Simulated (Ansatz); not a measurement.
# CH6O2Si (SMILES C[SiH](O)O) at HF/3-21G

Aim: the electronic atomisation energy of CH6O2Si at HF/3-21G, from 5 runs. 

The results are computed with Ansatz 0.2.0.

59 further runs of the same task are left out: 59 set aside as unsound or not needed.

## 1. The structure to begin with

The species is CH6O2Si (10 atoms), meant as a singlet with charge 0. SMILES: `C[SiH](O)O`. Geometry: relaxed at PBE0-D4/def2-TZVP. This is one conformer, not always the lowest.

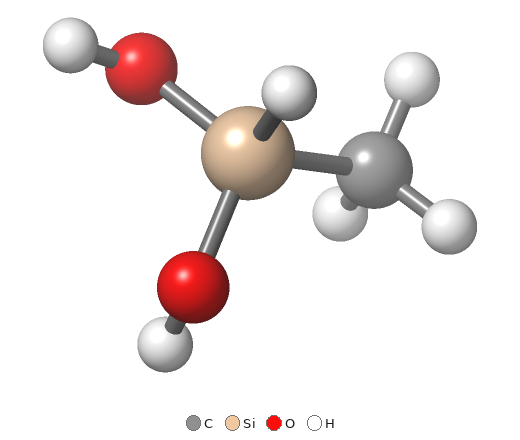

Viewed from a chosen angle; carbon grey, silicon light orange, oxygen red, hydrogen white.

## 2. A single-point energy at HF/3-21G

input.yaml reads:

```yaml
crystal:
  periodic: [false, false, false]
  atoms:
    - {symbol: C, position_ang: [-1.293000, 0.347800, -0.146400]}
    - {symbol: Si, position_ang: [0.517500, 0.180000, 0.206800]}
    - {symbol: O, position_ang: [0.650400, -1.156000, 1.160800]}
    - {symbol: O, position_ang: [1.425000, 0.058500, -1.161600]}
    - {symbol: H, position_ang: [-1.681100, -0.549800, -0.635600]}
    - {symbol: H, position_ang: [-1.853400, 0.489100, 0.780800]}
    - {symbol: H, position_ang: [-1.484400, 1.203800, -0.797400]}
    - {symbol: H, position_ang: [1.088600, 1.369900, 0.884700]}
    - {symbol: H, position_ang: [1.521500, -1.366900, 1.499800]}
    - {symbol: H, position_ang: [1.192100, -0.627600, -1.788900]}
basis:
  gaussian: {orbitals: 3-21G.json}
hamiltonian: {xc: hf}
accuracy: high
output: {orbitals: {seedname: orbitals}}
```

The basis set 3-21G is read from a file made from the Basis Set Exchange's data (not shown).

Started as:

```bash
$ ansatz run input.yaml --threads 1 --pin off --max-ram 3480MiB --events-out events.jsonl --progress --plain --runs-dir runs
```

The program printed:

```text
Warning: RAYON_NUM_THREADS=1 ignored (pool sized by the plan → 1); use --threads N
Functional definition: HF
  name "HF"
  exchange = exact_x
  correlation = 0
1195 factors; integrals over basis functions are off by at most 4.6e-9 eV
mean field evaluation 1: about -12990.8858 eV, gradient 4.2e1 eV
mean field evaluation 2: about -12991.1596 eV, gradient 4.3e1 eV
mean field evaluation 4: about -12994.4101 eV, gradient 2.1e0 eV
mean field evaluation 8: about -12994.4415 eV, gradient 1.4e-1 eV
mean field evaluation 16: about -12994.4416 eV, gradient 3.9e-8 eV
mean field -12994.44161238 eV, -477.5369213060 hartree, gradient 3.9e-8 eV, S^2 0.000000; 0 other end points of the search recorded, 0 dependent functions left out
reference -12994.44161238 eV, -477.5369213060 hartree; 21, 21 occupied and 31, 31 virtual orbitals, 1195 factors
Total energy: -12994.44161238 eV, -477.5369213060 hartree
```

It took 0.65 s on 1 thread of Arm Neoverse V2, shared host; peak memory 0.11 GiB.

## 3. The C atom, same level

molecule.yaml reads:

```yaml
crystal:
  periodic: [false, false, false]
  atoms:
    - symbol: C
      position_ang: [0.000000, 0.000000, 0.000000]
basis:
  gaussian: {orbitals: 3-21G.json}
hamiltonian: {xc: hf}
accuracy: high
magnetization: {spin_polarized: true, initial_magnetization: 2}
```

The basis set 3-21G is read from a file made from the Basis Set Exchange's data (not shown).

Run the same way, it converges to -37.48107 Eh (log not shown).

## 4. The H atom

input.yaml reads:

```yaml
crystal:
  periodic: [false, false, false]
  atoms:
    - {symbol: H, position_ang: [0.000000, 0.000000, 0.000000]}
basis:
  gaussian: {orbitals: 3-21G.json}
total_charge: 0
magnetization: {spin_polarized: true, initial_magnetization: 1}
hamiltonian: {xc: hf}
accuracy: high
```

The basis set 3-21G is read from a file made from the Basis Set Exchange's data (not shown).

Run the same way, it converges to -0.49620 Eh (log not shown).

## 5. The O atom, same level

run.yaml reads:

```yaml
crystal:
  periodic: [false, false, false]
  atoms:
    - {symbol: O, position_ang: [0.000000, 0.000000, 0.000000]}
basis:
  gaussian: {orbitals: 3-21G.json}
magnetization: {spin_polarized: true, initial_magnetization: 2}
hamiltonian: {xc: hf}
accuracy: high
```

The basis set 3-21G is read from a file made from the Basis Set Exchange's data (not shown).

Run the same way, it converges to -74.39366 Eh (log not shown).

## 6. The Si atom

molecule.yaml reads:

```yaml
basis:
  gaussian:
    orbitals: 3-21G.json
crystal:
  periodic: [false, false, false]
  atoms:
    - symbol: Si
      position_ang: [0.000000, 0.000000, 0.000000]
magnetization:
  spin_polarized: true
  initial_magnetization: 2
hamiltonian:
  xc: hf
accuracy: high
```

The basis set 3-21G is read from a file made from the Basis Set Exchange's data (not shown).

Run the same way, it converges to -287.34443 Eh (log not shown).

## 7. Results

Level: HF/3-21G.

| quantity | value |
| --- | --- |
| molecule: total energy | -477.53692 Eh |
| molecule: HOMO energy | -11.88 eV |
| molecule: LUMO energy | 5.97 eV |
| molecule: HOMO–LUMO gap | 17.85 eV |
| C atom: total energy | -37.48107 Eh |
| C atom: ⟨S²⟩ | 2.001 |
| H atom: total energy | -0.49620 Eh |
| H atom: ⟨S²⟩ | 0.750 |
| O atom: total energy | -74.39366 Eh |
| O atom: ⟨S²⟩ | 2.001 |
| Si atom: total energy | -287.34443 Eh |
| Si atom: ⟨S²⟩ | 2.000 |
| electronic atomisation energy | 25.767 eV |

Taking the molecule apart into free atoms costs 25.77 eV (594 kcal/mol), before zero-point energy and without spin-orbit coupling. Hartree–Fock lacks the correlation of the bonding pairs, which as a rule makes this value much too low; in minimal bases other errors can mask that. The basis has no polarisation functions, which makes bonds too weak.
